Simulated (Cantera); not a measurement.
A closed system holds: 1 mol BF3, 1 mol NH3, 13 mol N2, at 1350 °C.

Equilibrium computed with Cantera from the NASA thermochemical tables; the gas is ideal and each condensed phase is pure. Candidate condensed phases: B, BN; 31 gas species. The tables' values for BF2 are old estimates; treat these amounts as uncertain. Equilibrium is a limit: real reactors are often held back by kinetics, nucleation or transport.

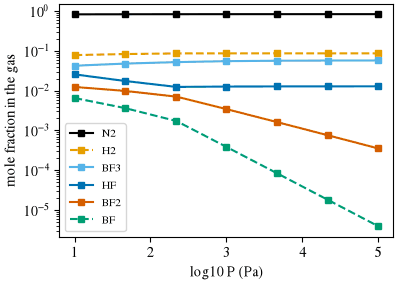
Equilibrium gas composition (values under 1e-9 drawn at 1e-9)

Task: Read off the mole fractions at 1.00 bar.

Result: N2 about 0.84, H2 about 0.087, BF3 about 0.058, HF about 0.013, BF2 about 0.00035, BF about 3.9e-6.
